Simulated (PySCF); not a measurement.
# BrGeH$_{3}$, SMILES `Br[GeH3]`: electronic structure

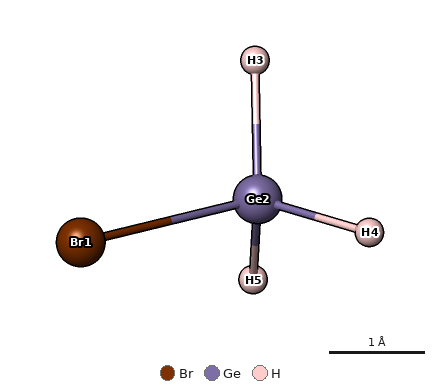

The molecule, with its atoms numbered as below. No frequency check shows the geometry to be a minimum.

Coordinates in Å:

```
Br1      1.1481    0.0000    0.0000
Ge2     -1.1100    0.0000    0.0000
H3      -1.5549   -1.3802   -0.3782
H4      -1.5549    0.3625    1.3844
H5      -1.5549    1.0176   -1.0062
```

Part 1: Bonding charge

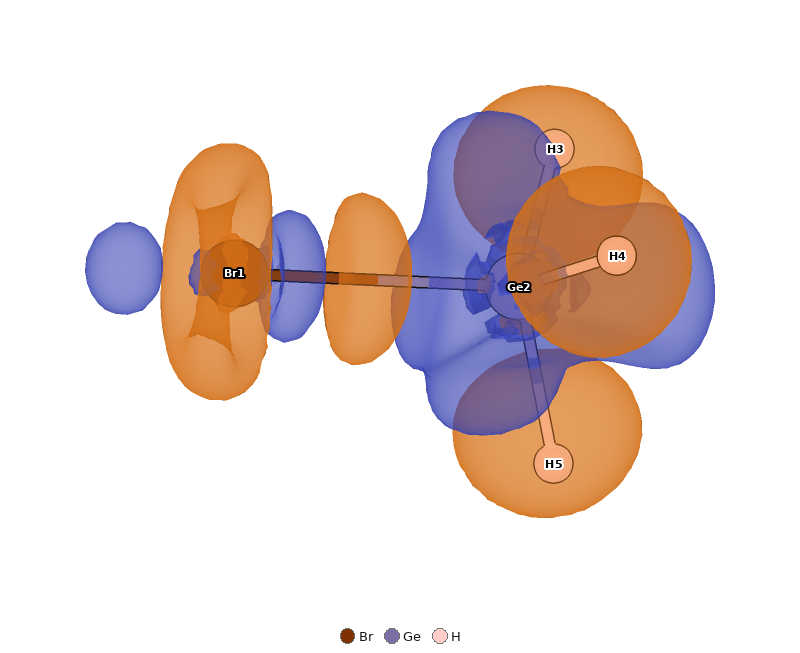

Deformation density (molecule less spherical, spin-averaged free atoms at the same positions), surfaces at ±0.04 e/Å³; orange: gain, blue: loss.

Level of theory: PBE/def2-TZVP (PySCF), at a geometry from GFN2-xTB.

Describe the bonding that the map shows.

Answer. Ge2–H4, Ge2–H5 and Ge2–H3: +0.27 e/Å³ at the bond critical point (bond length 1.50 Å, Mayer order 0.9). Br1–Ge2: +0.08 e/Å³ at the bond critical point (bond length 2.26 Å, Mayer order 1.1). In all, 1.0 electrons gather in the regions of gain relative to the promolecule. A small or negative value marks a very polar bond, one between electron-rich atoms, whose free-atom densities already overlap strongly, a long bond to a heavier atom, or a closed-shell contact such as a hydrogen bond.

Where do the Hirshfeld charges lie?

Answer. The highest Hirshfeld charge is on Ge2 (+0.29 e), the lowest on Br1 (−0.13 e).

Part 2: Electrostatic potential

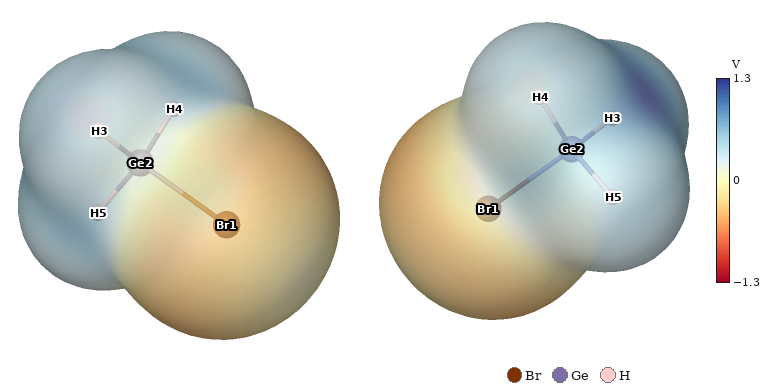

Electrostatic potential on the surface of electron density 0.001 a.u. (back view left, front view right).

Where are the extremes of the potential on the surface?

Answer. Highest: 1.27 V, about equally far (2.1 Å) from Ge2, H3 and H4. Further maxima include 0.71 V, near H4 (2.01 Å), H5 (2.05 Å) and Ge2 (2.14 Å), and at like points elsewhere; 0.09 V, 2.1 Å from Br1. Lowest: −0.43 V, 2.2 Å from Br1, and at like points elsewhere. The surface is sampled at points, so like sites can differ by a few per cent and only the strongest of them is named.

Does Br1 carry a σ-hole?

Answer. Yes: a local maximum of +0.09 V lies on the extension of the Ge2–Br1 bond.

What volume does the surface enclose, and what is the dipole moment?

Answer. About 91 Å³; the dipole moment is 1.6 D.

Part 3: In an electric field

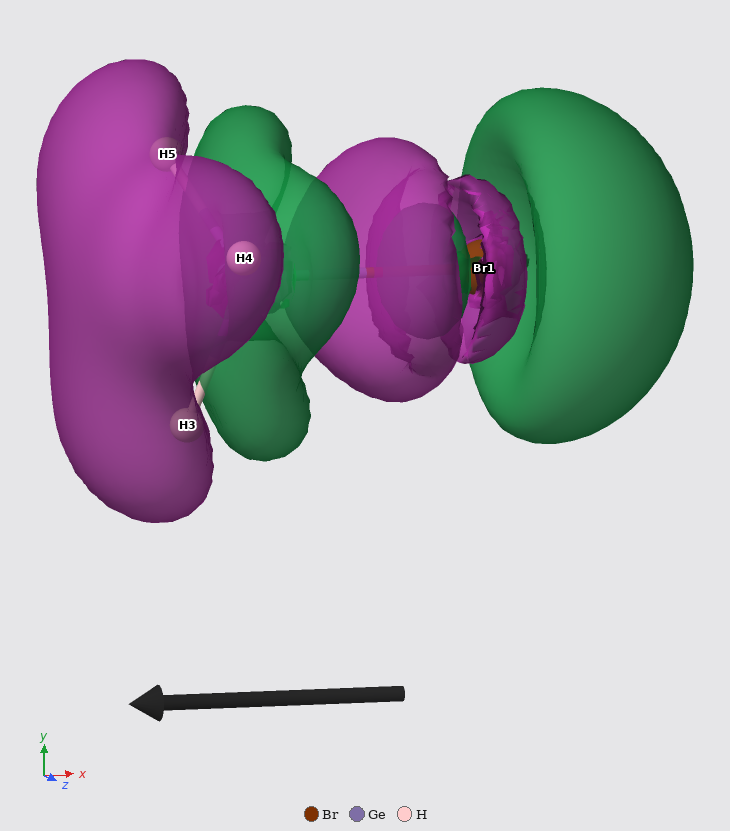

Change of the electron density in a uniform field of 0.21 V/Å along −x (arrow), surfaces at ±0.001 e/Å³ (green: gain, purple: loss).

Method: PBE/def2-TZVP; geometry: GFN2-xTB; program: PySCF. A basis without diffuse functions makes polarisabilities too small.

The field was applied in both directions; the picture shows the one opposite to the script's first.

How large is the response?

Answer. The induced dipole is 0.64 D (along the field); α along this axis, from the fields in both directions, is 63 bohr³ (9.3 Å³).

The PySCF runs shown took 12 s and 25 s on 1 thread of Arm Neoverse V2, with other jobs on the host.
